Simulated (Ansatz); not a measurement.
**CH$_{5}$AlN (SMILES [CH3][Al+][NH2]) (charge +1): density, localisation and related maps**

The calculation's input:

```
crystal:
  periodic: [false, false, false]
  atoms:
    - {symbol: C, position_ang: [-2.189247, 2.051568, -0.780515]}
    - {symbol: Al, position_ang: [-0.462506, 1.240189, -0.643834]}
    - {symbol: "N", position_ang: [1.092837, 0.501544, -0.510436]}
    - {symbol: H, position_ang: [-2.229242, 2.711261, -1.662043]}
    - {symbol: H, position_ang: [-2.959675, 1.268429, -0.875548]}
    - {symbol: H, position_ang: [-2.394291, 2.642036, 0.127812]}
    - {symbol: H, position_ang: [1.351942, -0.402700, -0.907640]}
    - {symbol: H, position_ang: [1.896061, 0.902667, -0.024118]}
basis:
  gaussian:
    orbitals: def2-TZVPD
total_charge: 1
hamiltonian:
  xc: {name: PBE0}
output:
  forces: true
  orbitals: {seedname: orbitals}
```

Launched as:

```sh
ansatz run input.yaml --threads 1 --pin off --max-ram 2610MiB --events-out events.jsonl --progress --plain --runs-dir runs
```

Geometry: B3LYP-D3(BJ)/def2-SVP.

These are results of isolated molecule in a Gaussian basis; Kohn-Sham density functional theory, functional PBE0 in Ansatz 0.2.0, not measurements.

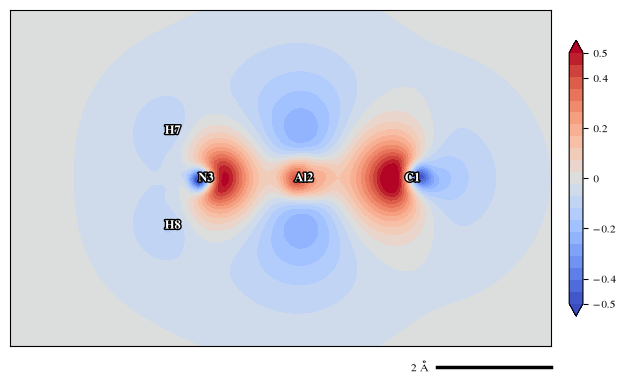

Figure 1. One frontier orbital on the plane of atoms Al2, N3 and H7 (values in Å⁻³ᐟ²; the overall sign is arbitrary).

### Which orbital is it: HOMO or LUMO?

The LUMO, at −6.78 eV. Its weight (Hirshfeld) is mainly on Al2 (about 60 %), C1 (about 15 %) and N3 (about 10 %).

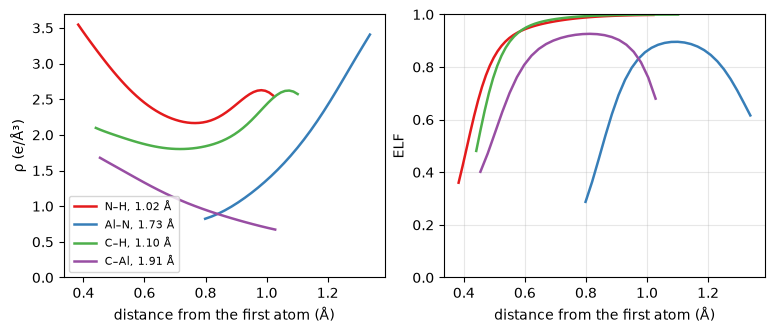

Figure 2. Electron density and electron localisation function along straight lines between neighbouring atoms. The curves leave out the atomic cores.

### Compare the contacts.

N–H (1.02 Å): ρ is about 2.8 e/Å³ halfway; the ELF climbs to about 1 towards the hydrogen, as it does in any bond to H: a covalent bond by its length.
Al–N (1.73 Å): the density is about 0.94 e/Å³ at the midpoint; the ELF peaks at about 0.90 in the valence shell of N, 0.6 Å from its nucleus, and is about 0.55 at the midpoint.
C–H (1.10 Å): the density is about 1.9 e/Å³ at the midpoint; the ELF climbs to about 1 towards the hydrogen; a covalent bond by its length.
C–Al (1.91 Å): ρ at the midpoint is about 0.75 e/Å³; the ELF peaks at about 0.95 between the atoms, as expected for a polar covalent bond.

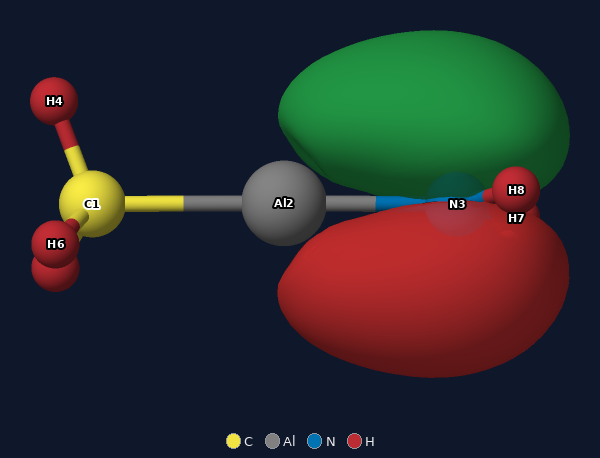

Figure 3. One frontier orbital at ±0.1 Å⁻³ᐟ² (green and red are the two phases), seen from one side.

### Which orbital is it: HOMO or LUMO?

The HOMO, at −13.37 eV. It lies mainly on N3 (about 70 %) and Al2 (about 20 %).
